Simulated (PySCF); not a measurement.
**Run report: C2H4F2 (charge +1), geometry relaxation (part 3 of 3)**

Continued. System: C2H4F2, charge +1, multiplicity 2. Method: HF/6-31G*, UHF (PySCF 2.14.0). The atoms were displaced at random from an optimised geometry. The geometry is that of the parent species in another charge or spin state.

Geometry of the input (Å):
```
F  -1.3225  0.7727  0.9147
C  -0.1275  0.7038  0.1836
C  0.2216  -0.7103  -0.1893
F  -0.6279  -1.1797  -1.1982
H  -0.2399  1.3676  -0.6938
H  0.6380  1.1188  0.8612
H  1.2844  -0.7103  -0.5439
H  0.1200  -1.3673  0.6797
```

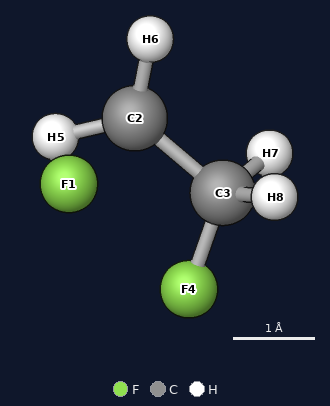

*The geometry at step 9 of the log (ball-and-stick view, seen at a tilt; atoms are numbered from 1 in the order of the input).*

### The program's output, continued
```
Geometry optimization cycle 18
Cartesian coordinates (Angstrom)
 Atom        New coordinates             dX        dY        dZ
   F  -1.809057   0.813262   1.300366   -0.000937  0.000801  0.001526
   C   0.189712   0.703169  -0.022020    0.000181 -0.000122 -0.000374
   C   0.274143  -0.728218  -0.254059    0.000255 -0.000099 -0.000399
   F  -0.515252  -1.113396  -1.256858    0.000403 -0.000231 -0.000380
   H  -0.333778   1.348461  -0.708902    0.000039 -0.000086 -0.000231
   H   0.738255   1.150367   0.790421   -0.000189 -0.000138 -0.000105
   H   1.333225  -0.897036  -0.494410    0.000279 -0.000440  0.000107
   H   0.068883  -1.281270   0.659634   -0.000031  0.000315 -0.000145
converged SCF energy = -276.503770894862  <S^2> = 0.75330217  2S+1 = 2.0032994
--------------- SecondOrderUHF_Scanner gradients ---------------
         x                y                z
0 F     0.0000205300    -0.0000101982    -0.0000165317
1 C     0.0000194328     0.0000049417     0.0000135215
2 C    -0.0001347237    -0.0000056630    -0.0000955054
3 F     0.0000504534     0.0000138992     0.0000531881
4 H    -0.0000014707    -0.0000044940     0.0000168495
5 H    -0.0000015292    -0.0000063668    -0.0000154748
6 H     0.0000195767     0.0000057736     0.0000324862
7 H     0.0000277305     0.0000021075     0.0000114665
----------------------------------------------
cycle 18: E = -276.503770895  dE = -1.87347e-07  norm(grad) = 0.000192927
Step   17 : Displace = 8.003e-04/1.928e-03 (rms/max) Trust = 3.000e-01 (=) Grad = 6.821e-05/1.652e-04 (rms/max) E (change) = -276.5037708949 (-1.873e-07) Quality = 1.335
Hessian Eigenvalues: 3.36312e-03 7.84020e-03 1.44699e-02 ... 3.55222e-01 3.71997e-01 5.27197e-01

Geometry optimization cycle 19
Cartesian coordinates (Angstrom)
 Atom        New coordinates             dX        dY        dZ
   F  -1.809631   0.813877   1.301362   -0.000573  0.000615  0.000996
   C   0.189798   0.703109  -0.022195    0.000086 -0.000060 -0.000174
   C   0.274426  -0.728300  -0.254230    0.000283 -0.000081 -0.000171
   F  -0.514930  -1.113461  -1.257137    0.000322 -0.000065 -0.000279
   H  -0.333881   1.348302  -0.709040   -0.000102 -0.000159 -0.000138
   H   0.738143   1.150421   0.790343   -0.000112  0.000054 -0.000078
   H   1.333454  -0.897416  -0.494423    0.000229 -0.000380 -0.000014
   H   0.068752  -1.281193   0.659492   -0.000131  0.000077 -0.000142
converged SCF energy = -276.503770966307  <S^2> = 0.75330072  2S+1 = 2.003298
--------------- SecondOrderUHF_Scanner gradients ---------------
         x                y                z
0 F     0.0000044262    -0.0000034950    -0.0000032103
1 C    -0.0000024857     0.0000046515     0.0000079313
2 C    -0.0000546515    -0.0000059631    -0.0000732243
3 F     0.0000242049     0.0000041245     0.0000305004
4 H     0.0000056738    -0.0000007541     0.0000084365
5 H     0.0000017886     0.0000015194    -0.0000021387
6 H     0.0000063089    -0.0000039064     0.0000188885
7 H     0.0000147349     0.0000038231     0.0000128165
----------------------------------------------
cycle 19: E = -276.503770966  dE = -7.14455e-08  norm(grad) = 0.000104747
```

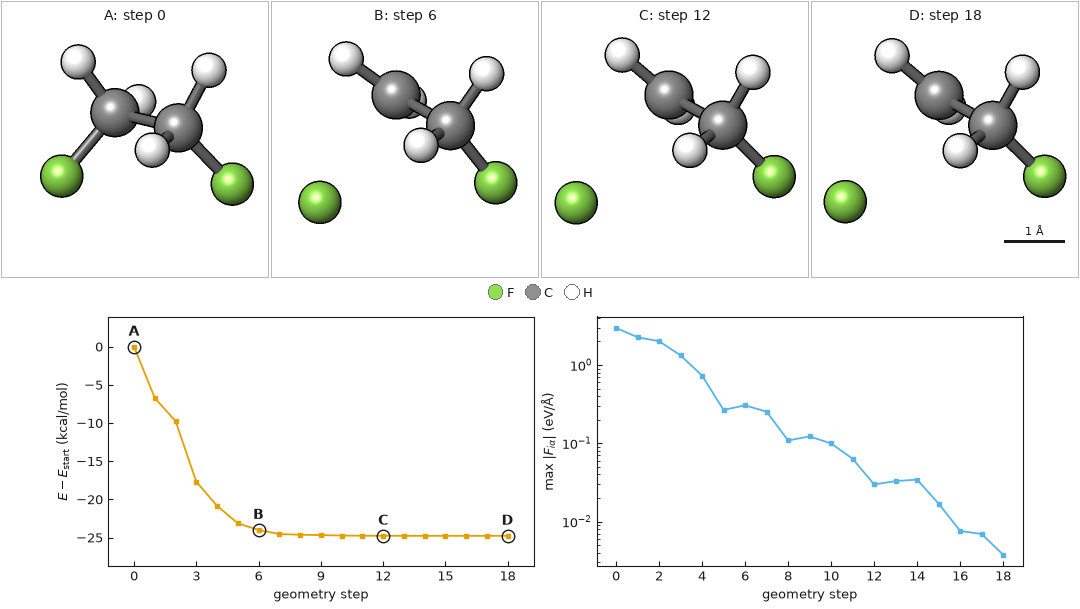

*Frames of the relaxation (ball-and-stick view, seen at a tilt) above the curves, on which the letters mark them (steps are counted from 0).*

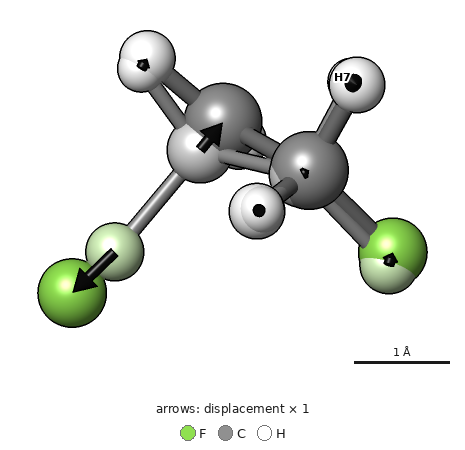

*Start (faint) and end (solid) with the displacements as black arrows, at true length (ball-and-stick view, seen at a tilt). The two geometries are laid on each other by the best rigid fit.*

Over 18 geometry steps the energy falls by 24.8 kcal/mol. Largest force component: 3 eV/Å at the start, 0.0038 eV/Å at the end. The largest move after the best rigid fit is that of F1, 0.62 Å. By element the largest moves are F 0.62 Å, C 0.38 Å, H 0.20 Å. Among the contacts that change: F1–C2 1.403 → 2.400 Å, C3–F4 1.400 → 1.333 Å, C2–C3 1.504 → 1.453 Å, C2–H5 1.106 → 1.078 Å. Bonds break: F1–C2 (1.40 → 2.40 Å). Among the angles that change: C3–C2–H6 110.2° → 120.0°, H5–C2–H6 109.4° → 118.6°, C3–C2–H5 113.0° → 121.1°. (Atoms are counted from 1 in the order of the input.)

```
Step   18 : Displace = 5.408e-04/1.275e-03 (rms/max) Trust = 3.000e-01 (=) Grad = 3.703e-05/9.156e-05 (rms/max) E (change) = -276.5037709663 (-7.145e-08) Quality = 1.258
Hessian Eigenvalues: 3.36312e-03 7.84020e-03 1.44699e-02 ... 3.55222e-01 3.71997e-01 5.27197e-01
Converged! =D

converged: True
F          -1.80963074        0.81387651        1.30136193
C           0.18979771        0.70310877       -0.02219451
C           0.27442615       -0.72829984       -0.25422982
F          -0.51493002       -1.11346082       -1.25713687
H          -0.33388062        1.34830205       -0.70904042
H           0.73814302        1.15042086        0.79034324
H           1.33345382       -0.89741570       -0.49442340
H           0.06875168       -1.28119283        0.65949184

WARN: HOMO -0.392475153579099 >= LUMO -0.392475153579099

converged SCF energy = -276.351918927071  <S^2> = 1.7214909  2S+1 = 2.8081958
Final energy -276.3519189270708
frequencies (1/cm) [   0. +2442.5j    0. +1129.2j    0.  +282.j     0.  +139.8j
    0.   +79.1j  183.4   +0.j   419.9   +0.j   546.1   +0.j
  959.2   +0.j  1058.1   +0.j  1122.1   +0.j  1241.4   +0.j
 1519.1   +0.j  1559.5   +0.j  2740.1   +0.j  3254.4   +0.j
 3302.6   +0.j  3417.7   +0.j ]
temperature 298.1500 [K]
pressure 101325.00 [Pa]
Rotational constants [GHz] 12.50308 3.67444 3.16161
Symmetry number 1
Zero-point energy (ZPE) 0.04858 [Eh]   127544.477 [J/mol]
                           tot       elec      trans        rot        vib
Entropy [J/mol/K]       289.116      5.763    161.007    105.466     16.880
Cv [J/mol/K]             49.010      0.000     12.472     12.472     24.067
Cp [J/mol/K]             57.324      0.000     20.786     12.472     24.067
Internal energy [J/mol]                      3718.434   3718.434 130663.173
Internal energy [Eh]   -276.29932  -276.35192
Enthalpy [J/mol]                             6197.391   3718.434 130663.173
Enthalpy [Eh]          -276.29838
Gibbs free energy [J/mol]                  -41806.994 -27726.131 125630.492
Gibbs free energy [Eh] -276.33121
```

### Trajectory as extended XYZ (Å, eV, eV/Å), 13 of the 19 frames kept, from step=0 to step=18
```
8
Properties=species:S:1:pos:R:3:forces:R:3 step=0 energy=-7522.97699
F    -1.3225    0.7727    0.9147   -1.4466   0.2220   1.0349
C    -0.1275    0.7038    0.1836    2.6693   0.1839  -2.9824
C     0.2216   -0.7103   -0.1893   -0.2292  -1.7028  -0.7802
F    -0.6279   -1.1797   -1.1982    1.3209   1.1547   1.6160
H    -0.2399    1.3676   -0.6938   -0.4027  -0.1956   0.9679
H     0.6380    1.1188    0.8612   -0.7084   0.1149   0.3357
H     1.2844   -0.7103   -0.5439   -1.3405   0.0507   0.2888
H     0.1200   -1.3673    0.6797    0.1373   0.1722  -0.4807
8
Properties=species:S:1:pos:R:3:forces:R:3 step=2 energy=-7523.39953
F    -1.3345    0.7633    0.9080   -1.5783  -0.0029   0.7973
C    -0.0509    0.6988    0.1296    2.0156   0.0158  -0.3917
C     0.2430   -0.7442   -0.1955   -0.3425   0.4606   0.2224
F    -0.6190   -1.1154   -1.1476   -0.3081  -0.2513  -0.3403
H    -0.2532    1.3718   -0.6790   -0.1898   0.0433  -0.2666
H     0.5681    1.1710    0.8949   -0.0380  -0.1625  -0.0683
H     1.2498   -0.7728   -0.5654    0.4035  -0.0170  -0.1044
H     0.1427   -1.3772    0.6692    0.0376  -0.0859   0.1516
8
Properties=species:S:1:pos:R:3:forces:R:3 step=3 energy=-7523.74388
F    -1.4982    0.7120    0.8987   -1.0333   0.0058   0.4705
C     0.1124    0.7152    0.1062   -0.1133  -0.7568  -0.8818
C     0.2508   -0.7389   -0.2248    0.8302   0.8314   1.3260
F    -0.6730   -1.0793   -1.1014   -0.5699  -0.1651  -0.6402
H    -0.2388    1.3434   -0.6777    0.0280   0.4758  -0.3688
H     0.5558    1.1881    0.9476    0.6853   0.0778   0.3376
H     1.2546   -0.8310   -0.6182    0.2320  -0.1387  -0.2273
H     0.1823   -1.3141    0.6838   -0.0590  -0.3302  -0.0160
8
Properties=species:S:1:pos:R:3:forces:R:3 step=4 energy=-7523.88028
F    -1.5954    0.7081    0.9227   -0.6462  -0.0017   0.2947
C     0.1521    0.7184    0.0800   -0.1313  -0.3286  -0.3257
C     0.2615   -0.7346   -0.2189    0.6313   0.5883   0.7334
F    -0.6833   -1.0655   -1.0886   -0.3105  -0.1734  -0.4004
H    -0.2316    1.3605   -0.6894    0.1113   0.1686  -0.1224
H     0.5763    1.1794    0.9526    0.4220  -0.0624  -0.0509
H     1.2632   -0.8559   -0.6344    0.0332  -0.0290  -0.0916
H     0.2032   -1.3150    0.6901   -0.1099  -0.1619  -0.0372
8
Properties=species:S:1:pos:R:3:forces:R:3 step=6 energy=-7524.01766
F    -1.7923    0.7370    1.0576   -0.1039   0.0208   0.0601
C     0.1951    0.7123    0.0329    0.0463   0.0849   0.1334
C     0.2677   -0.7225   -0.2126   -0.1781  -0.0958  -0.3052
F    -0.6438   -1.0855   -1.1261    0.1434   0.0237   0.0809
H    -0.2295    1.3736   -0.7060   -0.0240  -0.0595   0.0396
H     0.6812    1.1472    0.8933    0.0853  -0.0136  -0.1387
H     1.2834   -0.8522   -0.6143    0.0495   0.0241   0.1029
H     0.1844   -1.3145    0.6894   -0.0186   0.0154   0.0271
8
Properties=species:S:1:pos:R:3:forces:R:3 step=8 energy=-7524.04465
F    -1.8800    0.7839    1.1937    0.0232   0.0137   0.0068
C     0.2065    0.7038    0.0036    0.0086   0.0222  -0.0331
C     0.2608   -0.7246   -0.2303    0.0798  -0.0457  -0.1085
F    -0.5771   -1.1059   -1.1942    0.0072   0.0133   0.0134
H    -0.2738    1.3617   -0.7034   -0.0265  -0.0130   0.0424
H     0.7643    1.1360    0.8183   -0.0335   0.0143   0.0169
H     1.3113   -0.8520   -0.5492   -0.0395  -0.0254   0.0397
H     0.1340   -1.3074    0.6758   -0.0193   0.0206   0.0224
8
Properties=species:S:1:pos:R:3:forces:R:3 step=9 energy=-7524.04675
F    -1.8782    0.7897    1.2168    0.0273   0.0098   0.0037
C     0.2062    0.7040   -0.0028   -0.0077  -0.0097  -0.0453
C     0.2637   -0.7254   -0.2376    0.1222   0.0031  -0.0007
F    -0.5638   -1.1079   -1.2078   -0.0255  -0.0019  -0.0261
H    -0.2884    1.3611   -0.6999   -0.0222  -0.0045   0.0217
H     0.7675    1.1377    0.8083   -0.0269   0.0116   0.0294
H     1.3173   -0.8647   -0.5360   -0.0360  -0.0201   0.0086
H     0.1218   -1.2991    0.6733   -0.0313   0.0118   0.0087
8
Properties=species:S:1:pos:R:3:forces:R:3 step=10 energy=-7524.04938
F    -1.8580    0.7967    1.2524    0.0225   0.0032   0.0037
C     0.2018    0.7048   -0.0125    0.0257  -0.0218  -0.0354
C     0.2721   -0.7264   -0.2489    0.0755   0.0468   0.0995
F    -0.5414   -1.1085   -1.2304   -0.0409  -0.0242  -0.0589
H    -0.3158    1.3585   -0.6955   -0.0181  -0.0031  -0.0018
H     0.7630    1.1438    0.7960   -0.0249   0.0010   0.0205
H     1.3269   -0.8906   -0.5156   -0.0088   0.0033  -0.0184
H     0.0975   -1.2831    0.6687   -0.0310  -0.0052  -0.0092
8
Properties=species:S:1:pos:R:3:forces:R:3 step=12 energy=-7524.05056
F    -1.8265    0.8042    1.2835    0.0068   0.0000   0.0069
C     0.1958    0.7049   -0.0198    0.0072  -0.0022  -0.0034
C     0.2776   -0.7267   -0.2538   -0.0298   0.0008   0.0088
F    -0.5213   -1.1094   -1.2505    0.0072   0.0005   0.0019
H    -0.3373    1.3516   -0.6978    0.0083  -0.0040  -0.0083
H     0.7518    1.1505    0.7888   -0.0114   0.0000   0.0024
H     1.3332   -0.9042   -0.4994    0.0079   0.0073  -0.0010
H     0.0728   -1.2756    0.6631    0.0037  -0.0025  -0.0074
8
Properties=species:S:1:pos:R:3:forces:R:3 step=14 energy=-7524.05084
F    -1.8096    0.8094    1.2936   -0.0025   0.0010   0.0055
C     0.1907    0.7040   -0.0207   -0.0005   0.0013   0.0014
C     0.2751   -0.7276   -0.2527   -0.0192  -0.0121  -0.0343
F    -0.5166   -1.1113   -1.2553    0.0102   0.0049   0.0157
H    -0.3365    1.3486   -0.7055    0.0086  -0.0017  -0.0013
H     0.7419    1.1515    0.7898   -0.0045   0.0028   0.0024
H     1.3330   -0.8986   -0.4955    0.0000   0.0009   0.0068
H     0.0681   -1.2806    0.6606    0.0079   0.0028   0.0037
8
Properties=species:S:1:pos:R:3:forces:R:3 step=15 energy=-7524.05089
F    -1.8077    0.8112    1.2965   -0.0033   0.0013   0.0036
C     0.1897    0.7035   -0.0211   -0.0033   0.0001   0.0003
C     0.2740   -0.7279   -0.2530    0.0000  -0.0057  -0.0169
F    -0.5162   -1.1124   -1.2559    0.0023   0.0017   0.0059
H    -0.3345    1.3484   -0.7078    0.0045  -0.0002  -0.0008
H     0.7393    1.1509    0.7904   -0.0012   0.0020   0.0024
H     1.3328   -0.8967   -0.4949   -0.0016  -0.0012   0.0024
H     0.0686   -1.2817    0.6600    0.0025   0.0020   0.0031
8
Properties=species:S:1:pos:R:3:forces:R:3 step=16 energy=-7524.05090
F    -1.8081    0.8125    1.2988   -0.0022   0.0009   0.0019
C     0.1895    0.7033   -0.0216   -0.0007  -0.0008  -0.0010
C     0.2739   -0.7281   -0.2537    0.0076  -0.0009  -0.0003
F    -0.5157   -1.1132   -1.2565   -0.0022  -0.0002  -0.0011
H    -0.3338    1.3485   -0.7087    0.0009   0.0002  -0.0009
H     0.7384    1.1505    0.7905   -0.0006   0.0007   0.0015
H     1.3329   -0.8966   -0.4945   -0.0018  -0.0005  -0.0009
H     0.0689   -1.2816    0.6598   -0.0009   0.0006   0.0007
8
Properties=species:S:1:pos:R:3:forces:R:3 step=18 energy=-7524.05091
F    -1.8096    0.8139    1.3014   -0.0002   0.0002   0.0002
C     0.1898    0.7031   -0.0222    0.0001  -0.0002  -0.0004
C     0.2744   -0.7283   -0.2542    0.0028   0.0003   0.0038
F    -0.5149   -1.1135   -1.2571   -0.0012  -0.0002  -0.0016
H    -0.3339    1.3483   -0.7090   -0.0003   0.0000  -0.0004
H     0.7381    1.1504    0.7903   -0.0001  -0.0001   0.0001
H     1.3335   -0.8974   -0.4944   -0.0003   0.0002  -0.0010
H     0.0688   -1.2812    0.6595   -0.0008  -0.0002  -0.0007
```

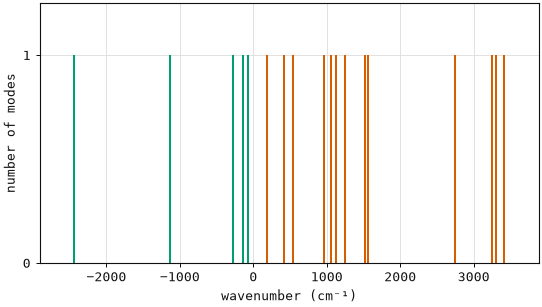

*Harmonic vibrational wavenumbers from the force constants; neighbouring modes closer than 27 cm⁻¹ are counted in one stick, and imaginary ones are drawn at negative wavenumbers.*

18 modes from 2442i to 3418 cm⁻¹, 5 imaginary beyond 8i (2442i, 1129i, 282i, 140i cm⁻¹): not a minimum.

### Results in brief

```csv
quantity,value
outcome,converged
total energy,−276.351919 hartree
basis functions,64
⟨S²⟩,1.721
zero-point energy,0.048579 hartree
"wavenumbers, lowest and highest",2442i and 3418 cm⁻¹
hardware,"1 thread of Arm Neoverse V1, 24 GiB of memory available, shared host"
wall time,87 s
peak memory,0.17 GiB
```

### Notes

The record of the run, not the program, notes: dipole of an ion depends on the origin; spin contamination. ⟨S²⟩ is 1.72 against 0.75 for a pure state: the solution is spin-contaminated.
